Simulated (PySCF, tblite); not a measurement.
**C₈H₁₄OSi: geometry, infrared bands and NMR shifts**

Aim: predict the infrared bands and NMR shifts of C₈H₁₄OSi (`C[Si@@H]1C=CO[C@@H]1C1CCC1`).

Computed with tblite 0.8.0 and PySCF 2.14.0, with density-fitted response routines of our own, on a single molecule in the gas phase. Atoms are numbered from 0 throughout.

## Step 1: The molecule as given

24 atoms, charge 0, multiplicity 1; geometry from: force field or distance geometry start.

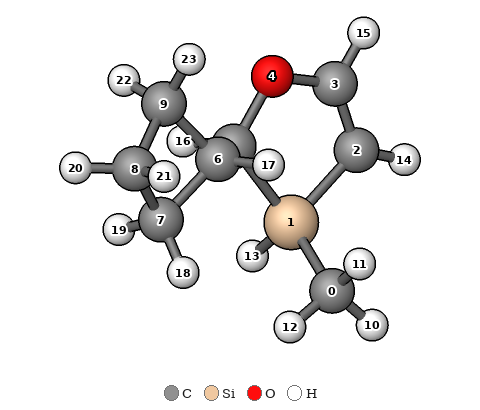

The starting geometry (carbon grey, silicon light orange, oxygen red, hydrogen white), atoms numbered.

## Step 2: Geometry optimisation with GFN2-xTB

The job: settings as JSON, then the geometry in Å.

```
{"job": {"kind": "relax", "xc": "GFN2-xTB", "basis": "xTB"}, "charge": 0, "multiplicity": 1}
C      2.150500    -0.821300     1.301300
Si     1.909100    -0.386500    -0.481900
C      2.559100     1.279700    -0.914800
C      1.544800     2.106900    -1.270200
O      0.222300     1.683500    -1.256600
C      0.136700     0.267400    -0.918200
C     -0.901900     0.118700     0.183000
C     -1.439000    -1.309300     0.480400
C     -2.819800    -0.669300     0.707800
C     -2.364900     0.476800    -0.211300
H      3.195100    -0.987300     1.534000
H      1.778800    -0.024400     1.962100
H      1.595500    -1.731300     1.574000
H      2.380700    -1.441600    -1.419300
H      3.594300     1.549300    -0.890900
H      1.642500     3.136500    -1.544000
H     -0.173500    -0.255100    -1.821400
H     -0.608000     0.634300     1.108400
H     -1.016700    -1.818400     1.349800
H     -1.414700    -1.992500    -0.377300
H     -3.689000    -1.234500     0.361200
H     -2.999600    -0.352100     1.744500
H     -2.591500     0.318000    -1.260400
H     -2.702500     1.472000     0.067100
```

Started as:

```bash
OMP_NUM_THREADS=1 python probes_run.py task.json out
```

This one command runs all jobs of the session in turn.

Standard output:

```text
step      E/eV     max force
  0    -816.49070    2.112
  1    -816.62640    0.853
  2    -816.66562    0.751
  3    -816.69680    0.381
  4    -816.71448    0.378
  5    -816.72403    0.276
  6    -816.73327    0.202
  7    -816.74120    0.175
  8    -816.74681    0.141
  9    -816.74989    0.120
 10    -816.75183    0.084
 11    -816.75376    0.125
 12    -816.75612    0.135
 13    -816.75884    0.127
 14    -816.76164    0.132
 15    -816.76429    0.106
 16    -816.76673    0.129
 17    -816.76883    0.127
 18    -816.77047    0.081
 19    -816.77180    0.069
 20    -816.77305    0.076
 21    -816.77436    0.090
 22    -816.77569    0.080
 23    -816.77700    0.075
 24    -816.77829    0.089
 25    -816.77961    0.090
 26    -816.78094    0.097
 27    -816.78233    0.106
 28    -816.78401    0.098
 29    -816.78613    0.131
 30    -816.78848    0.144
 31    -816.79057    0.107
 32    -816.79213    0.086
 33    -816.79343    0.078
 34    -816.79473    0.097
 35    -816.79586    0.082
 36    -816.79671    0.057
 37    -816.79740    0.060
 38    -816.79802    0.050
 39    -816.79858    0.053
 40    -816.79908    0.045
 41    -816.79956    0.068
 42    -816.80005    0.072
 43    -816.80049    0.047
 44    -816.80081    0.040
 45    -816.80114    0.043
 46    -816.80146    0.049
 47    -816.80191    0.043
 48    -816.80221    0.047
 49    -816.80267    0.055
 50    -816.80312    0.050
 51    -816.80362    0.058
 52    -816.80402    0.041
 53    -816.80435    0.038
 54    -816.80468    0.037
 55    -816.80504    0.045
 56    -816.80534    0.033
 57    -816.80556    0.036
 58    -816.80576    0.034
 59    -816.80598    0.034
 60    -816.80618    0.032
 61    -816.80629    0.027
 62    -816.80637    0.019
 63    -816.80641    0.015
 64    -816.80649    0.014
 65    -816.80654    0.014
 66    -816.80659    0.014
 67    -816.80663    0.011
 68    -816.80668    0.012
 69    -816.80671    0.011
 70    -816.80675    0.013
 71    -816.80679    0.014
 72    -816.80684    0.014
 73    -816.80689    0.015
 74    -816.80693    0.012
 75    -816.80697    0.012
 76    -816.80700    0.013
 77    -816.80705    0.016
 78    -816.80710    0.018
 79    -816.80714    0.015
 80    -816.80718    0.012
 81    -816.80721    0.012
 82    -816.80725    0.014
 83    -816.80729    0.016
 84    -816.80734    0.016
 85    -816.80738    0.014
 86    -816.80742    0.015
 87    -816.80746    0.015
 88    -816.80750    0.017
 89    -816.80754    0.018
 90    -816.80757    0.014
 91    -816.80759    0.010
```

It took 0.77 s on 1 thread of Arm Neoverse V2, shared host.

The steps of the relaxation: (not every step is listed)

```tsv
step	energy from step 0 (eV)	largest force (eV/Å)
0	0.0000	2.1120
1	-0.1357	0.8529
2	-0.1749	0.7508
3	-0.2061	0.3807
4	-0.2238	0.3779
5	-0.2333	0.2759
6	-0.2426	0.2021
7	-0.2505	0.1750
8	-0.2561	0.1405
15	-0.2736	0.1061
22	-0.2850	0.0797
29	-0.2954	0.1309
36	-0.3060	0.0566
43	-0.3098	0.0465
50	-0.3124	0.0504
57	-0.3149	0.0361
64	-0.3158	0.0144
71	-0.3161	0.0139
78	-0.3164	0.0180
85	-0.3167	0.0145
86	-0.3167	0.0146
87	-0.3168	0.0154
88	-0.3168	0.0166
89	-0.3168	0.0175
90	-0.3169	0.0137
91	-0.3169	0.0099
```

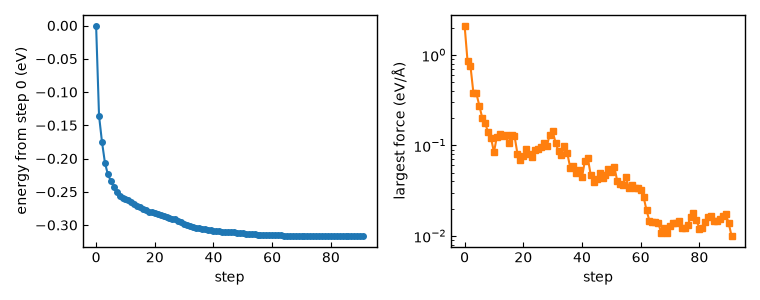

Energy and largest force along the relaxation.

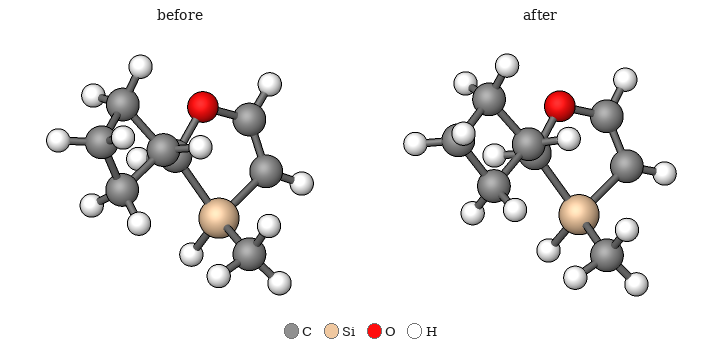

Before and after, at one scale.

Distances of close pairs at the start and the end, largest changes first:

```tsv
bond	before (Å)	after (Å)	change (Å)
C3–O4	1.389	1.337	-0.052
C0–Si1	1.851	1.897	+0.046
Si1–C2	1.840	1.865	+0.025
O4–C5	1.458	1.440	-0.019
C2–C3	1.356	1.338	-0.018
C6–C7	1.554	1.538	-0.016
C0–H12	1.100	1.085	-0.015
C6–C9	1.557	1.542	-0.015
```

The end geometry stands in the next job.

## Step 3: Vibrational analysis with GFN2-xTB

The job: settings as JSON, then the geometry in Å.

```
{"job": {"kind": "ir", "xc": "GFN2-xTB", "basis": "xTB"}, "charge": 0, "multiplicity": 1}
C      2.129202    -0.962751     1.286898
Si     1.882531    -0.397148    -0.507339
C      2.513629     1.308350    -0.922999
C      1.486588     2.057015    -1.340406
O      0.239152     1.580759    -1.408135
C      0.101444     0.228900    -0.933071
C     -0.881436     0.225078     0.227109
C     -1.338137    -1.164643     0.702212
C     -2.804584    -0.745915     0.511507
C     -2.343359     0.578993    -0.113239
H      3.183637    -1.134439     1.477701
H      1.781925    -0.221661     2.000426
H      1.605015    -1.891723     1.485962
H      2.264908    -1.481850    -1.428558
H      3.509230     1.707422    -0.878594
H      1.541840     3.089766    -1.659761
H     -0.339879    -0.330635    -1.765054
H     -0.482719     0.844772     1.032228
H     -1.057633    -1.425665     1.720313
H     -1.020484    -1.963436     0.034040
H     -3.390598    -1.389319    -0.141536
H     -3.342449    -0.618364     1.448788
H     -2.522816     0.647756    -1.184065
H     -2.726743     1.478502     0.363128
```

Standard output:

```text
mode    cm-1     km/mol
  1      33.9      0.01
  2      56.5      0.25
  3      62.7      0.12
  4     112.5      0.02
  5     131.8      0.02
  6     164.7      0.97
  7     169.6      1.53
  8     282.6      1.05
  9     334.5      5.95
 10     364.4      4.05
 11     426.1     41.61
 12     480.2     13.21
 13     566.9     80.49
 14     652.4     69.07
 15     665.9     41.24
 16     697.3     12.59
 17     730.6      8.06
 18     744.8      6.55
 19     786.7     37.45
 20     800.4      9.93
 21     808.6     42.13
 22     818.6      4.13
 23     837.7    106.71
 24     862.9    135.24
 25     883.9      4.02
 26     937.5      8.02
 27     966.2     29.35
 28     997.5      0.60
 29    1032.3      1.60
 30    1044.2     11.58
 31    1051.4     99.11
 32    1074.0      5.16
 33    1101.9      0.12
 34    1152.7      0.81
 35    1177.0     28.49
 36    1183.6     37.18
 37    1190.3      1.25
 38    1219.5     13.29
 39    1239.0      0.33
 40    1248.2      0.56
 41    1252.9      1.46
 42    1263.2      0.37
 43    1270.8      4.80
 44    1298.6     18.17
 45    1341.7     10.57
 46    1369.3     11.57
 47    1474.0      0.42
 48    1476.6      0.07
 49    1480.1      1.32
 50    1487.7      0.57
 51    1496.5      0.21
 52    1599.9    289.72
 53    2174.2    376.45
 54    2906.0     44.42
 55    2961.8     33.32
 56    2992.4      6.07
 57    3003.6      5.55
 58    3010.8     37.90
 59    3015.4     68.94
 60    3020.5     88.45
 61    3021.2     60.39
 62    3041.3     21.12
 63    3049.4     29.14
 64    3050.6     41.45
 65    3051.9     21.36
 66    3136.5     24.02
```

Run time: 1.1 s. Hardware: 1 thread of Arm Neoverse V2, shared host.

Which atoms move in the most intense modes:

```tsv
cm⁻¹	km/mol	atoms
567	80.5	H13 87 %
652	69.1	H13 58 %
838	106.7	H10 28 %, H11 22 %, C0 13 %
863	135.2	Si1 25 %, C2 25 %, H14 16 %, H12 13 %
1051	99.1	H14 43 %, O4 21 %
1600	289.7	C3 55 %, C2 38 %
2174	376.4	H13 97 %
3020	88.5	H21 43 %, H23 35 %, H18 11 %
```

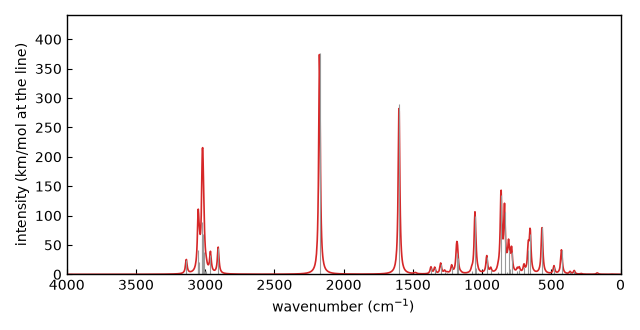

The infrared spectrum from these modes, unscaled. Lines are broadened to a width of 14 cm⁻¹ (Lorentzian).

## Step 4: Shielding tensors: PBE0/pcSseg-1

Settings changed since step 3:

```diff
@@ -1,2 +1,2 @@
-{"job": {"kind": "ir", "xc": "GFN2-xTB", "basis": "xTB"}, "charge": 0, "multiplicity": 1}
+{"job": {"kind": "nmr", "xc": "PBE0", "basis": "pcSseg-1"}, "charge": 0, "multiplicity": 1}
 C      2.129202    -0.962751     1.286898
```

With the program's defaults for keys left out, this is: GIAO PBE0/pcSseg-1 NMR shielding, non-relativistic, gas phase.

Standard output:

```text
coarse grid: 20080 points
cycle   1  E = -677.1489405846  dE =  1.370e+00  |g| = 6.495e-01  |ddm| = 4.445e+00
cycle   2  E = -677.1063806190  dE =  4.256e-02  |g| = 8.051e-01  |ddm| = 1.141e+00
cycle   3  E = -677.2444495831  dE = -1.381e-01  |g| = 1.000e-01  |ddm| = 6.727e-01
cycle   4  E = -677.2458070798  dE = -1.357e-03  |g| = 4.993e-02  |ddm| = 9.658e-02
cycle   5  E = -677.2462966730  dE = -4.896e-04  |g| = 1.513e-02  |ddm| = 5.046e-02
cycle   6  E = -677.2463470890  dE = -5.042e-05  |g| = 5.082e-03  |ddm| = 1.728e-02
cycle   7  E = -677.2463536371  dE = -6.548e-06  |g| = 6.317e-04  |ddm| = 4.817e-03
final grid: 188008 points
cycle   8  E = -677.3181691593  dE = -5.392e-05  |g| = 1.319e-02  |ddm| = 4.015e-02
cycle   9  E = -677.3181281586  dE =  4.100e-05  |g| = 1.974e-02  |ddm| = 2.407e-02
cycle  10  E = -677.3182052253  dE = -7.707e-05  |g| = 2.580e-03  |ddm| = 1.505e-02
cycle  11  E = -677.3182067272  dE = -1.502e-06  |g| = 3.848e-04  |ddm| = 2.572e-03
cycle  12  E = -677.3182067566  dE = -2.948e-08  |g| = 1.723e-04  |ddm| = 4.875e-04
cycle  13  E = -677.3182067640  dE = -7.400e-09  |g| = 3.652e-05  |ddm| = 1.697e-04
cycle  14  E = -677.3182067643  dE = -2.922e-10  |g| = 9.908e-06  |ddm| = 3.876e-05
converged SCF energy = -677.3182067643

GIAO shielding tensors (ppm)
atom      isotropic    diamagn.    paramagn.     s11        s22        s33       span
  0 C      191.443     254.757     -63.313    187.193    193.350    193.787      6.594
  1 Si     362.540     882.316    -519.777    315.092    379.996    392.530     77.438
  2 C       94.905     264.579    -169.674     -4.542    123.306    165.950    170.492
  3 C       16.670     249.489    -232.819    -97.872     54.638     93.244    191.116
  4 O      156.836     399.415    -242.580     62.590    164.612    243.305    180.715
  5 C      106.159     252.768    -146.609     71.877     92.838    153.762     81.885
  6 C      150.693     245.983     -95.289    133.009    154.556    164.515     31.506
  7 C      162.621     250.421     -87.800    147.371    156.727    183.764     36.393
  8 C      170.348     254.183     -83.835    161.028    165.477    184.539     23.511
  9 C      157.223     250.323     -93.100    139.926    150.067    181.675     41.749
 10 H       31.402      28.578       2.823     26.461     28.280     39.465     13.004
 11 H       31.591      33.449      -1.858     27.124     30.363     37.287     10.163
 12 H       31.663      32.485      -0.821     26.484     30.595     37.911     11.428
 13 H       26.579      29.887      -3.309     23.447     24.195     32.094      8.647
 14 H       27.078      30.587      -3.509     25.638     27.026     28.571      2.934
 15 H       24.662      29.084      -4.423     21.715     24.870     27.399      5.684
 16 H       27.774      34.238      -6.464     25.468     27.400     30.454      4.986
 17 H       29.231      34.814      -5.584     25.898     30.365     31.429      5.532
 18 H       29.622      32.732      -3.110     24.941     29.314     34.610      9.669
 19 H       30.241      33.186      -2.946     26.601     30.438     33.683      7.081
 20 H       29.745      29.918      -0.172     26.209     26.603     36.425     10.216
 21 H       29.682      30.142      -0.460     26.303     26.943     35.801      9.498
 22 H       29.651      31.805      -2.154     26.009     28.928     34.016      8.007
 23 H       29.256      30.972      -1.716     25.637     27.121     35.012      9.375
```

Wall time 76 s (1 thread of Arm Neoverse V2, shared host); peak memory 1.1 GiB.

Shifts follow as δ = σ(reference) − σ, with reference shieldings (ppm) from runs at the same level and on the same kind of geometry: 1H TMS 31.72, 13C TMS 186.9, 29Si TMS 349.2, 17O H2O 336.1. The references are single molecules in the gas phase, so shifts against H2O, NH3, PH3, H3PO4 or CFCl3 are not on the usual liquid scales and can be off by tens of ppm. Atoms listed in one row are averaged.

```tsv
atoms	environment	σ (ppm)	δ (ppm)	δ scaled to CDCl3
C3	alkene carbon bearing oxygen	16.7	170.3	164.3
C2	β carbon of an enol-ether or enamine type C=C	94.9	92.0	87.9
C5	sp3 CH bonded to O and Si	106.2	80.8	76.9
C6	sp3 CH in a ring	150.7	36.2	33.4
C9	sp3 CH2 in a ring	157.2	29.7	27.1
C7	sp3 CH2 in a ring	162.6	24.3	21.8
C8	sp3 CH2 in a ring	170.3	16.6	14.3
C0	methyl carbon bonded to Si	191.4	-4.5	-6.3
H15	hydrogen on an alkene carbon bearing oxygen	24.66	7.06	6.76
H13	hydrogen on a silicon bonded to 3 C, in a 5-membered ring	26.58	5.14	–
H14	hydrogen on a β carbon of an enol-ether or enamine type C=C	27.08	4.64	4.48
H16	hydrogen on an sp3 CH bonded to O and Si	27.77	3.94	3.82
H17	hydrogen on an sp3 CH in a ring	29.23	2.49	2.45
H23	hydrogen on an sp3 CH2 in a ring	29.26	2.46	2.43
H18	hydrogen on an sp3 CH2 in a ring	29.62	2.10	2.08
H22	hydrogen on an sp3 CH2 in a ring	29.65	2.07	2.05
H21	hydrogen on an sp3 CH2 in a ring	29.68	2.03	2.02
H20	hydrogen on an sp3 CH2 in a ring	29.75	1.97	1.96
H19	hydrogen on an sp3 CH2 in a ring	30.24	1.48	1.50
H10, H11, H12	hydrogen on a methyl carbon bonded to Si	31.55	0.16	0.26
Si1	silicon bonded to 3 C, H, in a 5-membered ring	362.5	-13.4	–
O4	ether oxygen	156.8	179.2	–
```

The scaled column applies a straight-line fit of computed shieldings to shifts measured in CDCl3 (root-mean-square error 0.16 ppm for H, 1.9 ppm for C).

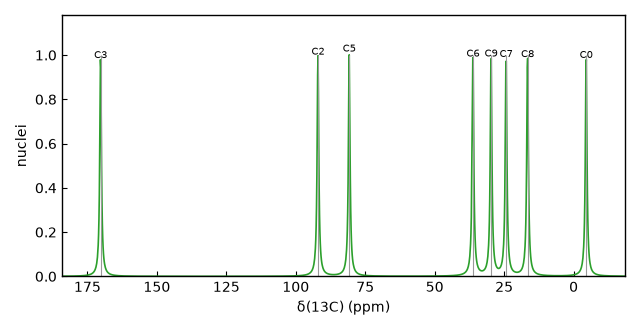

13C lines at the computed shifts, without couplings. Lines are broadened to a width of 0.70 ppm (Lorentzian).

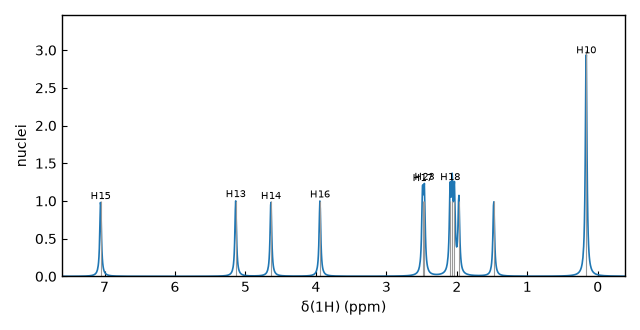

1H lines at the computed shifts, without couplings. Lines are broadened to a width of 0.03 ppm (Lorentzian).

The run also stored atomic charges by several schemes (e):

```tsv
atoms	Mulliken	IAO	Hirshfeld	ESP fit
C0	-0.63	-0.72	-0.21	-0.67
Si1	0.88	0.87	0.35	0.83
C2	-0.53	-0.56	-0.21	-0.73
C3	0.19	0.09	0.04	0.20
O4	-0.44	-0.33	-0.11	-0.34
C5	-0.14	-0.18	-0.04	-0.20
C6	-0.34	-0.11	-0.03	0.27
C7	-0.16	-0.27	-0.07	-0.13
C8	-0.22	-0.27	-0.07	-0.10
C9	-0.11	-0.27	-0.07	-0.25
```

ESP fit charges:

C0 -0.67; Si1 0.83; C2 -0.73; C3 0.20; O4 -0.34; C5 -0.20; C6 0.27; C7 -0.13; C8 -0.10; C9 -0.25; H10 0.17; H11 0.15; H12 0.13; H13 -0.20; H14 0.23; H15 0.13; H16 0.14; H17 0.02; H18 0.04; H19 0.02; H20 0.05; H21 0.06; H22 0.09; H23 0.07

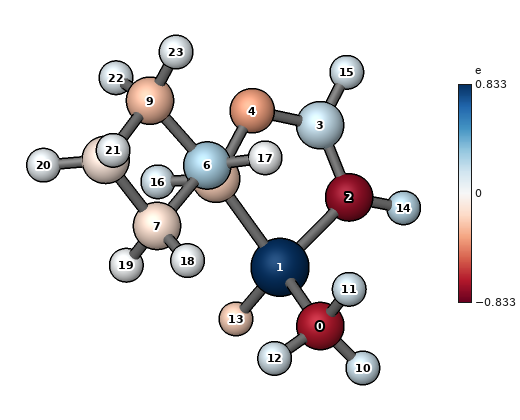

ESP fit charges, as colours on the atoms.

Mayer bond orders: C0–Si1 0.96, Si1–C2 0.92, C2–C3 1.77, C3–O4 1.09, O4–C5 0.83, C5–C6 0.97, C6–C7 1.00, C7–C8 1.05, C8–C9 1.05, C5–Si1 0.83, C9–C6 1.00.

Ring of atoms Si1, C2, C3, O4, C5: NICS(0) -4.0, NICS(1) -3.1, NICS(1)zz -2.7 ppm (means of both faces).

Ring of atoms C6, C7, C8, C9: NICS(0) 1.4, NICS(1) 0.3, NICS(1)zz 5.4 ppm (means of both faces).

The fields below are evaluated on a grid from the run's orbitals.

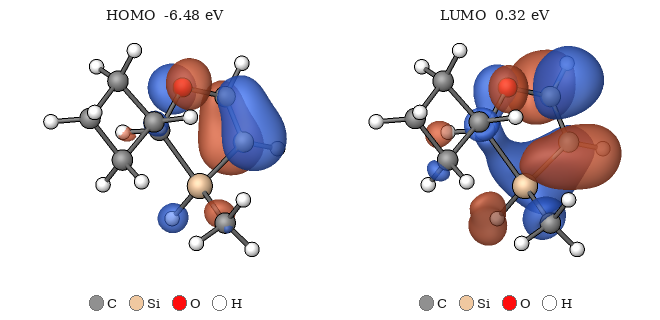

Frontier orbitals at PBE0/pcSseg-1; each surface holds 70 % of the orbital's density, blue and red mark the sign.

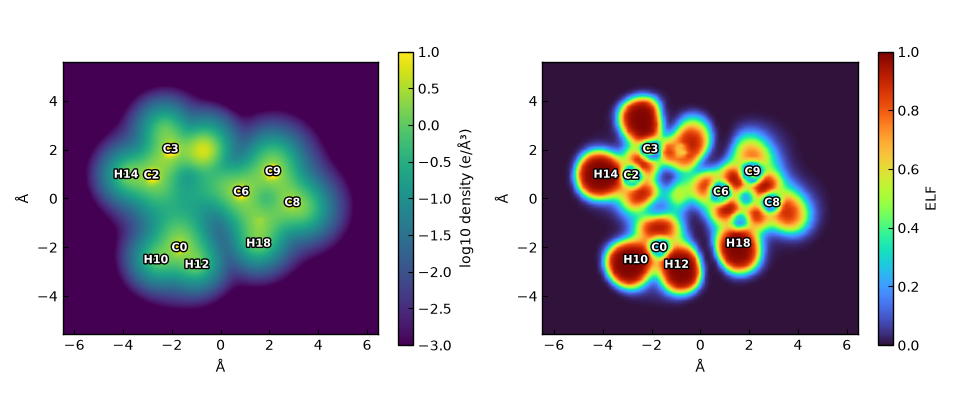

Density (left) and ELF (right) in a plane through or near 10 of the atoms.

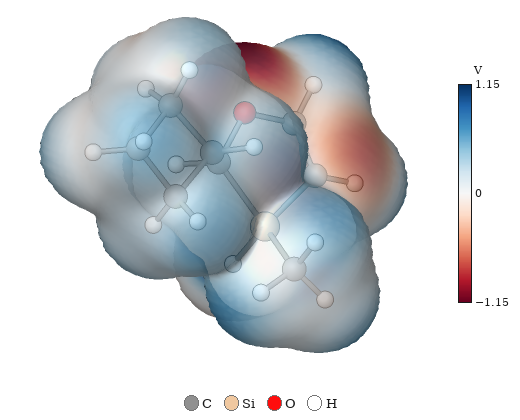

The potential that a unit positive charge feels on the 0.002 e/bohr³ surface, from -1.15 V near O4 to 0.86 V near H15.

## Step 5: Results

| quantity | value |
| --- | --- |
| strongest single infrared mode (GFN2-xTB) | 2174 cm⁻¹, 376 km/mol |
| zero-point energy (GFN2-xTB) | 124.9 kcal/mol |
| 13C shifts against TMS (PBE0/pcSseg-1) | 170.3, 92.0, 80.8, 36.2, 29.7, 24.3, 16.6, -4.5 ppm |
| 1H shifts against TMS (PBE0/pcSseg-1, means over atoms taken as alike) | 7.06, 5.14, 4.64, 3.94, 2.49, 2.46, 2.10, 2.07, 2.03, 1.97, 1.48, 0.16 ppm |
| 29Si shifts against TMS (PBE0/pcSseg-1) | -13.4 ppm |
| 17O shifts against H2O (PBE0/pcSseg-1) | 179.2 ppm |
| surface potential, least and greatest | -1.15 V and 0.86 V |

**Reading.** Relaxing lowered the energy by 0.317 eV in 91 steps; the close pair that moved most is C3–O4, from 1.389 to 1.337 Å. All 66 modes are real, so the xTB geometry is a minimum. The strongest single mode, at 2174 cm⁻¹, moves mainly H13. GFN2-xTB is a fitted tight-binding method: band positions and strengths are rough. Its intensities can rank the bands wrongly. The most deshielded carbon is C3 (alkene carbon bearing oxygen), at 170.3 ppm: an sp2 carbon further deshielded by the attached heteroatom. The most deshielded hydrogen is H15 (hydrogen on an alkene carbon bearing oxygen), at 7.06 ppm: olefinic region. At PBE0/pcSseg-1: The largest span, 191 ppm, is at C3, where the paramagnetic term is -233 ppm.
